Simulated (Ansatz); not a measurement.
# Fermi-contact shifts in YCuF5

How far does Cu shift the 19F and 89Y resonances of YCuF5 at 330 K?

Calculated with Ansatz 0.2.0; DFT, r2SCAN, plane-wave PAW, default files (PAW set soft_2), collinear spin, scalar-relativistic.

## Step 1: The starting structure

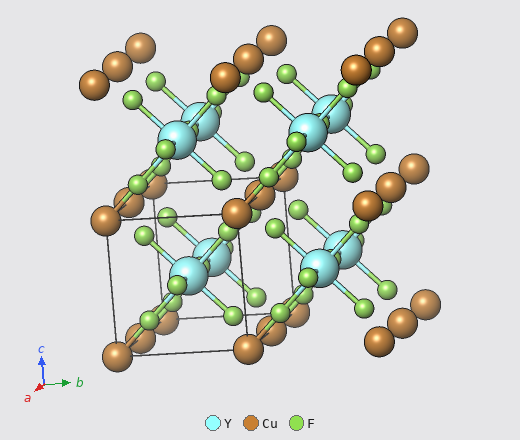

The starting structure, seen slightly off an axis (yttrium teal, copper orange, fluorine green). 1×2×2 cells are drawn. Bonds to atoms that aren't drawn are left out. Some periodic images of atoms are drawn too.

Coordinates:

```cif
data_structure
_symmetry_space_group_name_H-M 'Immm'
_symmetry_Int_Tables_number 71
_cell_length_a 4.2323
_cell_length_b 6.9510
_cell_length_c 8.0665
_cell_angle_alpha 90.000
_cell_angle_beta 90.000
_cell_angle_gamma 90.000
_cell_volume 237.31
loop_
_atom_site_label
_atom_site_type_symbol
_atom_site_symmetry_multiplicity
_atom_site_Wyckoff_symbol
_atom_site_fract_x
_atom_site_fract_y
_atom_site_fract_z
_atom_site_occupancy
Y1 Y 2 c 0.00000 0.00000 0.50000 1
Cu1 Cu 2 a 0.00000 0.00000 0.00000 1
F1 F 2 d 0.50000 0.00000 0.50000 1
F2 F 4 i 0.00000 0.00000 0.77588 1
F3 F 4 h 0.00000 0.68758 0.50000 1
```

The cell is a computed entry of the Materials Project; it need not be the form that is stable at ambient conditions. The run's cell holds 14 atoms, a multiple of the primitive cell, so that one ion can be reversed against another. The atoms were relaxed beforehand at this level of theory at fixed cell, with all moments parallel.

## Step 2: Saturated spin state

The hyperfine field is read from the state with all Cu moments parallel, which stands for the saturated paramagnet.

input.yaml reads:

```yaml
crystal:
  lattice:
    - [-8.464588, 0.0, 0.0]
    - [-2.116147, -3.475502, 4.033275]
    - [-2.116147, 3.475502, 4.033275]
  atoms:
    - { symbol: "Y", position: [0.25, 0.5, 0.5] }
    - { symbol: "Y", position: [0.75, 0.5, 0.5] }
    - { symbol: Cu, position: [0.0, 0.0, 0.0], spin: 1.0 }
    - { symbol: Cu, position: [0.5, 0.0, 0.0], spin: 1.0 }
    - { symbol: F, position: [0.0, 0.5, 0.5] }
    - { symbol: F, position: [0.5, 0.5, 0.5] }
    - { symbol: F, position: [0.1120600147, 0.7758799226, 0.7758799226] }
    - { symbol: F, position: [0.6120600147, 0.7758799226, 0.7758799226] }
    - { symbol: F, position: [0.3879399853, 0.2241200774, 0.2241200774] }
    - { symbol: F, position: [0.8879399853, 0.2241200774, 0.2241200774] }
    - { symbol: F, position: [0.25, 0.8124239128, 0.1875760872] }
    - { symbol: F, position: [0.75, 0.8124239128, 0.1875760872] }
    - { symbol: F, position: [0.25, 0.1875760872, 0.8124239128] }
    - { symbol: F, position: [0.75, 0.1875760872, 0.8124239128] }
magnetization:
  spin_polarized: true
kpoints:
  mp_grid: { grid: [3, 5, 5] }
scf:
  lower_state_search: "off"
  occupations: { method: fermi_dirac, width: 0.02 }
hamiltonian:
  xc: r2scan
output:
  efg: { contact_densities: true, quadrupole_moments_barn: { Cu: -0.22 } }
  forces: false
  write_density: true
  write_potential: true
  elf: true
  volumetric_format: npy
```

On the command line:

```console
$ ansatz run input.yaml --threads 4 --pin off --max-ram 8192MiB --backend cpu --events-out ev --progress --plain --runs-dir out
```

Numbers of over 12 decimals in the logs are rounded to 6 here.

The program printed:

```text
[a pick of lines, long numbers rounded; other set-up, energy and force rows are left out]
Functional definition: r2SCAN
Crystal: 14 atoms, lattice volume = 237.307 Å³
Basis set: ecut = 500 eV, 6047 PW (Γ), exchange–correlation on 256×180×180 points (64 copies of the dense FFT grid, shifted against one another)
Symmetry: 8 space group operations
Magnetic group: BNS 71.533 (UNI 631), of the structure as read, at distance tolerance 6.2e-5 Å
k-points: 24 of 75
Functional: x = r2scan, c = r2scan; τ floored in thin density (d = 2e-4 eV/Å³)
SCF iter   1: F=-29048.765469 eV  HF=-29104.637359 eV  |F-HF|=5.59e1  |Δ(HF+E_count)|=         —  Δρ=1.27e-1 (↑5.60e-2 ↓1.27e-1)  dr2=5.77e1  dr2_τ=1.60e-1  dr2_m=4.29e0  M=0.062 μB ∫|m|=0.154 μB  β_m=0.30  ethr=3.10e-3  ⟨swp⟩=6.0  Hψ=14232  notcnv=0  defer=3
preconditioner: auto → none  [metal: Δε(μ)=0.006 eV  Ē_g=15.773 eV  σ=0.020 eV  W_gap=0.07  n_scr=68 (ndim 8)  ℏωp=25.3 eV  f_vac=0.181  D(μ)=18.76/eV (n_scr^D=214)  sad-step TF]
SCF iter   2: F=-29090.896058 eV  HF=-29093.551557 eV  |F-HF|=2.66e0  |Δ(HF+E_count)|=    1.11e1  Δρ=3.27e-2 (↑2.08e-2 ↓3.27e-2)  dr2=4.94e0  dr2_τ=1.56e-1  dr2_m=2.72e-1  M=1.671 μB ∫|m|=1.683 μB  β_m=0.30  ethr=3.10e-3  ⟨swp⟩=3.0  Hψ=9396  notcnv=0  defer=279  κ⁻¹=1.0e0(r=1)
SCF iter   3: F=-29093.209289 eV  HF=-29092.744457 eV  |F-HF|=4.65e-1  |Δ(HF+E_count)|=   8.07e-1  Δρ=2.12e-2 (↑1.28e-2 ↓2.12e-2)  dr2=1.27e0  dr2_τ=2.80e-2  dr2_m=2.19e-1  M=1.999 μB ∫|m|=2.023 μB  β_m=1.00  ethr=3.10e-3  ⟨swp⟩=3.0  Hψ=7223  notcnv=0  defer=274  κ⁻¹=4.2e-2(r=2)
SCF iter   4: F=-29093.888694 eV  HF=-29093.055871 eV  |F-HF|=8.33e-1  |Δ(HF+E_count)|=   3.11e-1  Δρ=9.64e-3 (↑7.33e-3 ↓9.64e-3)  dr2=2.50e-1  dr2_τ=6.15e-3  dr2_m=1.66e-2  M=2.000 μB ∫|m|=2.060 μB  β_m=1.00  ethr=9.80e-4  ⟨swp⟩=3.0  Hψ=8200  notcnv=0  defer=283  κ⁻¹=5.6e-3(r=3)
SCF iter   5: F=-29094.092940 eV  HF=-29093.676650 eV  |F-HF|=4.16e-1  |Δ(HF+E_count)|=   6.21e-1  Δρ=6.95e-3 (↑3.73e-3 ↓6.95e-3)  dr2=1.08e-1  dr2_τ=1.35e-3  dr2_m=9.48e-3  M=2.000 μB ∫|m|=2.069 μB  β_m=1.00  ethr=1.92e-4  ⟨swp⟩=3.0  Hψ=7730  notcnv=0  defer=283  κ⁻¹=1.8e-4(r=4)
SCF iter   6: F=-29094.110244 eV  HF=-29093.906992 eV  |F-HF|=2.03e-1  |Δ(HF+E_count)|=   2.30e-1  Δρ=4.45e-3 (↑3.26e-3 ↓4.45e-3)  dr2=7.91e-2  dr2_τ=3.52e-4  dr2_m=1.14e-3  M=2.000 μB ∫|m|=2.068 μB  β_m=1.00  ethr=8.32e-5  ⟨swp⟩=2.2  Hψ=6056  notcnv=0  defer=325  κ⁻¹=6.4e-5(r=5)
SCF iter   7: F=-29094.131658 eV  HF=-29094.034396 eV  |F-HF|=9.73e-2  |Δ(HF+E_count)|=   1.27e-1  Δρ=1.11e-3 (↑1.04e-3 ↓1.11e-3)  dr2=8.98e-3  dr2_τ=9.66e-5  dr2_m=6.05e-5  M=2.000 μB ∫|m|=2.067 μB  β_m=1.20  ethr=6.08e-5  ⟨swp⟩=3.0  Hψ=6767  notcnv=0  defer=330
SCF iter   8: F=-29094.136772 eV  HF=-29094.084007 eV  |F-HF|=5.28e-2  |Δ(HF+E_count)|=   4.96e-2  Δρ=8.82e-4 (↑6.59e-4 ↓8.82e-4)  dr2=3.54e-3  dr2_τ=4.73e-5  dr2_m=7.33e-5  M=2.000 μB ∫|m|=2.068 μB  β_m=1.20  ethr=6.91e-6  ⟨swp⟩=2.0  Hψ=7091  notcnv=0  defer=330  κ⁻¹=1.0e0(r=1)
SCF iter   9: F=-29094.139565 eV  HF=-29094.120215 eV  |F-HF|=1.94e-2  |Δ(HF+E_count)|=   3.62e-2  Δρ=5.30e-4 (↑4.17e-4 ↓5.30e-4)  dr2=1.25e-3  dr2_τ=1.70e-5  dr2_m=2.18e-5  M=2.000 μB ∫|m|=2.069 μB  β_m=1.20  ethr=2.72e-6  ⟨swp⟩=2.0  Hψ=7640  notcnv=0  defer=333  κ⁻¹=1.6e-1(r=2)
SCF iter  10: F=-29094.141116 eV  HF=-29094.140707 eV  |F-HF|=4.08e-4  |Δ(HF+E_count)|=   2.05e-2  Δρ=1.51e-4 (↑1.46e-4 ↓1.51e-4)  dr2=5.23e-5  dr2_τ=1.55e-6  dr2_m=1.45e-7  M=2.000 μB ∫|m|=2.071 μB  β_m=1.20  ethr=9.60e-7  ⟨swp⟩=2.1  Hψ=7391  notcnv=0  defer=333  κ⁻¹=1.3e-2(r=3)
SCF iter  11: F=-29094.140916 eV  HF=-29094.140706 eV  |F-HF|=2.11e-4  |Δ(HF+E_count)|=   1.73e-6  Δρ=1.17e-4 (↑9.66e-5 ↓1.17e-4)  dr2=2.62e-5  dr2_τ=6.84e-7  dr2_m=1.41e-6  M=2.000 μB ∫|m|=2.071 μB  β_m=1.20  ethr=4.02e-8  ⟨swp⟩=2.0  Hψ=6427  notcnv=0  defer=333  κ⁻¹=2.1e-3(r=4)
SCF iter  12: F=-29094.140938 eV  HF=-29094.140914 eV  |F-HF|=2.42e-5  |Δ(HF+E_count)|=   2.08e-4  Δρ=3.81e-5 (↑2.98e-5 ↓3.81e-5)  dr2=3.64e-6  dr2_τ=5.69e-8  dr2_m=2.76e-7  M=2.000 μB ∫|m|=2.071 μB  β_m=1.20  ethr=2.01e-8  ⟨swp⟩=2.1  Hψ=6646  notcnv=0  defer=333  κ⁻¹=9.2e-4(r=5)
SCF iter  13: F=-29094.140939 eV  HF=-29094.140934 eV  |F-HF|=5.70e-6  |Δ(HF+E_count)|=   2.01e-5  Δρ=1.47e-5 (↑1.23e-5 ↓1.47e-5)  dr2=6.49e-7  dr2_τ=7.79e-9  dr2_m=5.26e-9  M=2.000 μB ∫|m|=2.070 μB  β_m=1.20  ethr=2.80e-9  ⟨swp⟩=2.0  Hψ=6593  notcnv=0  defer=333  κ⁻¹=9.0e-5(r=6)
SCF iter  14: F=-29094.140940 eV  HF=-29094.140939 eV  |F-HF|=5.27e-7  |Δ(HF+E_count)|=   5.66e-6  Δρ=7.38e-6 (↑6.85e-6 ↓7.38e-6)  dr2=1.64e-7  dr2_τ=2.25e-9  dr2_m=1.34e-9  M=2.000 μB ∫|m|=2.070 μB  β_m=1.20  ethr=4.99e-10  ⟨swp⟩=2.0  Hψ=6576  notcnv=0  defer=333  κ⁻¹=2.0e-5(r=7)
SCF iter  15: F=-29094.140940 eV  HF=-29094.140940 eV  |F-HF|=1.92e-7  |Δ(HF+E_count)|=   4.02e-7  Δρ=3.47e-6 (↑2.97e-6 ↓3.47e-6)  dr2=3.82e-8  dr2_τ=4.75e-10  dr2_m=2.60e-10  M=2.000 μB ∫|m|=2.070 μB  β_m=1.20  ethr=7.69e-11  ⟨swp⟩=10.9  Hψ=14029  notcnv=0  κ⁻¹=5.1e-6(r=8)
SCF iter  16: F=-29094.140940 eV  HF=-29094.140940 eV  |F-HF|=1.29e-8  |Δ(HF+E_count)|=   1.99e-7  Δρ=1.02e-6 (↑1.01e-6 ↓1.02e-6)  dr2=2.67e-9  dr2_τ=6.53e-11  dr2_m=4.93e-11  M=2.000 μB ∫|m|=2.070 μB  ethr=2.94e-11  ⟨swp⟩=4.0  Hψ=11719  notcnv=0
SCF 1 converged in 16 iterations: F = -29094.140940 eV  dr2 = 2.67e-9
SCF converged after 16 iterations
Magnetization: 2.0000 μB (66.0000 up, 64.0000 down)
Absolute magnetization: 2.0631 μB (∫|ρ↑−ρ↓|, with the PAW one-centre terms)
Per-site moments (μB) at R_I (Å): [(0.00328383, 0.8729106375), (0.00328383, 0.8729106375), (0.748726, 0.745749), (0.748726, 0.745749), (0.000101228, 0.8729106375), (0.000101228, 0.8729106375), (0.044453, 0.745749), (0.044453, 0.745749), (0.044453, 0.745749), (0.044453, 0.745749), (0.043805, 0.895810), (0.043805, 0.895810), (0.043805, 0.895810), (0.043805, 0.895810)]
Free energy (F): -29094.140940 eV
Fermi energy:    2.032216 eV
--- PAW observables at the nuclei: V_zz in 10²¹ V/m², potentials from the cell's mean, atoms counted from 1 ---
  atom   1  Y  V_zz =    +8.371200   η = 0.2020   by run symmetry: allowed
            electrostatic potential = -5708.492989 V   contact ρ = 443557.766639 e/Å³   contact ρ_s (e/Å³): all electrons +0.286056, valence +0.279702
  atom   2  Y  V_zz =    +8.371200   η = 0.2020   by run symmetry: allowed
            electrostatic potential = -5708.492989 V   contact ρ = 443557.766639 e/Å³   contact ρ_s (e/Å³): all electrons +0.286056, valence +0.279702
  atom   3  Cu V_zz =   +15.249429   η = 0.6539   by run symmetry: allowed   C_q = -81.1205 MHz
            electrostatic potential = -3748.440690 V   contact ρ = 147400.187782 e/Å³   contact ρ_s (e/Å³): all electrons +2.277760, valence +4.774058
  atom   4  Cu V_zz =   +15.249429   η = 0.6539   by run symmetry: allowed   C_q = -81.1205 MHz
            electrostatic potential = -3748.440690 V   contact ρ = 147400.187782 e/Å³   contact ρ_s (e/Å³): all electrons +2.277760, valence +4.774058
  atom   5  F  V_zz =    +1.987560   η = 0.3410   by run symmetry: allowed
            electrostatic potential = -734.812688 V   contact ρ = 3119.762941 e/Å³   contact ρ_s (e/Å³): all electrons -0.003177, valence -0.003191
  atom   6  F  V_zz =    +1.987560   η = 0.3410   by run symmetry: allowed
            electrostatic potential = -734.812688 V   contact ρ = 3119.762941 e/Å³   contact ρ_s (e/Å³): all electrons -0.003177, valence -0.003191
  atom   7  F  V_zz =   +13.030853   η = 0.0739   by run symmetry: allowed
            electrostatic potential = -734.710071 V   contact ρ = 3119.491326 e/Å³   contact ρ_s (e/Å³): all electrons +0.268037, valence +0.376720
  atom   8  F  V_zz =   +13.030853   η = 0.0739   by run symmetry: allowed
            electrostatic potential = -734.710071 V   contact ρ = 3119.491326 e/Å³   contact ρ_s (e/Å³): all electrons +0.268037, valence +0.376720
  atom   9  F  V_zz =   +13.030853   η = 0.0739   by run symmetry: allowed
            electrostatic potential = -734.710071 V   contact ρ = 3119.491326 e/Å³   contact ρ_s (e/Å³): all electrons +0.268037, valence +0.376720
  atom  10  F  V_zz =   +13.030853   η = 0.0739   by run symmetry: allowed
            electrostatic potential = -734.710071 V   contact ρ = 3119.491326 e/Å³   contact ρ_s (e/Å³): all electrons +0.268037, valence +0.376720
  atom  11  F  V_zz =    +5.034286   η = 0.8188   by run symmetry: allowed
            electrostatic potential = -735.798962 V   contact ρ = 3120.769398 e/Å³   contact ρ_s (e/Å³): all electrons +0.194746, valence +0.290494
  atom  12  F  V_zz =    +5.034286   η = 0.8188   by run symmetry: allowed
            electrostatic potential = -735.798962 V   contact ρ = 3120.769398 e/Å³   contact ρ_s (e/Å³): all electrons +0.194746, valence +0.290494
  atom  13  F  V_zz =    +5.034286   η = 0.8188   by run symmetry: allowed
            electrostatic potential = -735.798962 V   contact ρ = 3120.769398 e/Å³   contact ρ_s (e/Å³): all electrons +0.194746, valence +0.290494
  atom  14  F  V_zz =    +5.034286   η = 0.8188   by run symmetry: allowed
            electrostatic potential = -735.798962 V   contact ρ = 3120.769398 e/Å³   contact ρ_s (e/Å³): all electrons +0.194746, valence +0.290494
--- Band table (eV; the first three rows and the last of 48) ---
  k-point 0 ↑: bands = ["-114.9127", "-114.9127", "-71.8239", "-71.8239", "-70.3612", "-70.3611", "-69.9084", "-69.9084", "-39.3374", "-39.3221", "-22.5922", "-21.8393", "-21.7371", "-21.5267", "-21.4954", "-21.3560", "-20.8154", "-20.8113", "-20.1518", "-20.1488", "-18.9363", "-18.2580", "-18.2363", "-17.5958", "-17.5876", "-17.1440", "-4.6330", "-4.1797", "-3.3645", "-2.9945", "-2.3618", "-2.3303", "-2.2355", "-2.2 [...]
  k-point 1 ↑: bands = ["-114.9127", "-114.9127", "-71.8239", "-71.8239", "-70.3612", "-70.3611", "-69.9084", "-69.9084", "-39.3373", "-39.3221", "-22.5922", "-21.8112", "-21.7859", "-21.5267", "-21.4396", "-21.3925", "-20.8546", "-20.8517", "-20.0900", "-20.0866", "-18.9363", "-18.2470", "-18.2459", "-17.6236", "-17.6148", "-17.1440", "-4.5096", "-4.3789", "-3.3488", "-2.7272", "-2.5520", "-2.3925", "-2.3026", "-2.2 [...]
  k-point 2 ↑: bands = ["-114.9127", "-114.9127", "-71.8239", "-71.8239", "-70.3612", "-70.3611", "-69.9084", "-69.9084", "-39.3373", "-39.3221", "-22.5922", "-21.8424", "-21.7518", "-21.5268", "-21.4654", "-21.3697", "-20.9108", "-20.9066", "-19.9971", "-19.9951", "-18.9365", "-18.2654", "-18.2266", "-17.6695", "-17.6603", "-17.1440", "-4.6069", "-4.2437", "-3.3414", "-2.9542", "-2.5119", "-2.4033", "-2.3240", "-2.1 [...]
  k-point 23 ↓: bands = ["-113.4398", "-113.4398", "-69.3167", "-69.3167", "-69.2976", "-69.2976", "-69.2853", "-69.2853", "-39.3283", "-39.3207", "-22.3904", "-21.8839", "-21.7375", "-21.6414", "-21.3604", "-21.2492", "-20.7476", "-20.7429", "-20.0554", "-20.0527", "-18.4078", "-18.2382", "-18.2058", "-17.5568", "-17.5542", "-17.5387", "-3.9042", "-3.3857", "-2.8379", "-2.7533", "-2.3220", "-2.1161", "-2.1091", "-2. [...]
```

The job ended after 50 s (4 threads of Arm Neoverse V2, shared host; peak memory 1.8 GiB; 3.2 min of CPU time).

The cell holds 2.00 μB on 2 Cu, so S = 0.50. The contact field is B = (2μ₀/3) μB ρ_s, 7.769 T for 1 e/Å³, and A_iso = γB/(2πS) sums over all ions. The valence part leaves out the polarisation of the shells that the files keep in the core (H has none; for Li and Na most or all inner electrons count as valence):

```csv
site,atom,atoms in cell,links to Cu,field (T),valence part (T),A_iso (MHz)
F(1),5,2,no Cu within 3.2 Å,-0.0247,-0.0248,-1.98
F(2),7,4,bonded to 1 Cu at 1.81 Å,2.08,2.93,167
F(3),11,4,bonded to 2 Cu at 2.49 Å,1.51,2.26,121
Y,1,2,6 Cu through links of 122° (4) and 180° (2),2.22,2.17,-9.31
```

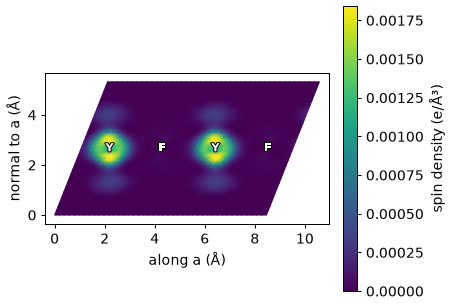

Spin density in the ac plane at fractional y = 0.500, with atoms of Y and F within 0.2 Å of it. The map starts off the cell's origin, so that atoms lie inside it.

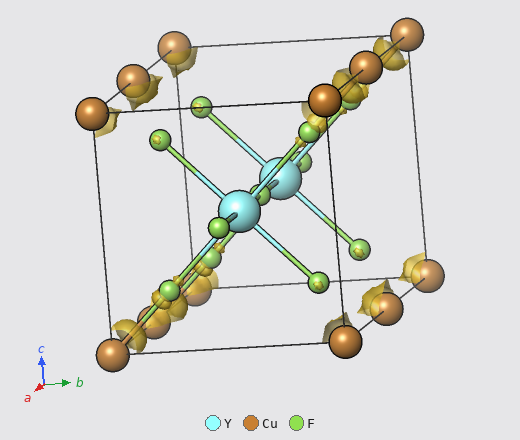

Surface of spin density = 0.13 e/Å³, which holds about 70 % of the integral of its size. Bonds to atoms that aren't drawn are left out.

(Part 1 of 2 ends here.)

[Logs are printed without paths, hosts, clocks, repeated set-up lines and the standing remarks that a program may print on its own settings, such as how far it seeks lower states.]

[Hosts, paths, dates, database ids (printed as entryN), source tags and the programs' standing remarks are cut or masked in the printed files.]
